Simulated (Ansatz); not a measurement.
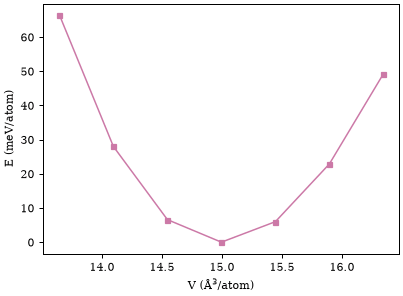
Figure: TiP in space group P6_3/mmc (No. 194; Ti on 4f, P on 2d, P on 2a) under volume change, PBEsol (plane waves, PAW; program Ansatz), shape and atoms relaxed at each volume.

What does a third-order Birch–Murnaghan fit give for V₀, B₀ and B′?

V₀ = 14.99 Å³/atom, B₀ = 150 GPa, B′ = 4.0.

The workflow started from a Materials Project entry (that database holds measured and hypothetical structures alike); the Crystallography Open Database files this formula in space group No. 194, but the cells were not matched. Its standing as an ambient phase is unchecked. The cell was relaxed with PBEsol under the symmetry of its start; whether a distortion lowers the energy is not shown. The run is not spin-polarised.

Potentials: the later of the program's two PAW sets.
